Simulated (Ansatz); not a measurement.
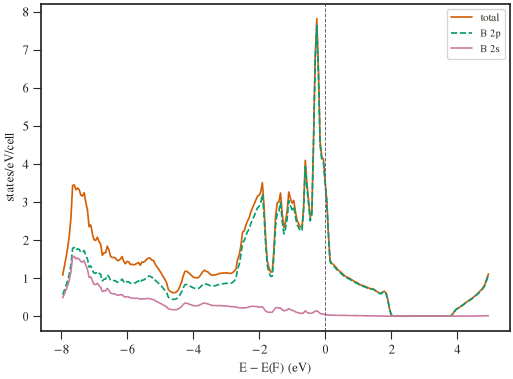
Figure. Total and projected density of states of B in space group Pm-3m (No. 221; B on 6f), r²SCAN (plane waves, PAW; program Ansatz)

Question: Which orbitals carry the states next to the Fermi level?

Answer: Within 0.5 eV of the Fermi level: B 2p 98 %. Projections are on Löwdin-orthogonalised atomic valence shells; empty p or d shells of many metals are not among them.

The start of the workflow was typed in or built on a structure type; neither database checked (COD, Materials Project) lists it. It is not the phase usual at ambient conditions (space group No. 166). Symmetry was held in the r²SCAN relaxation; whether a distortion lowers the energy is not shown.

Potentials: the later of the program's two PAW sets.
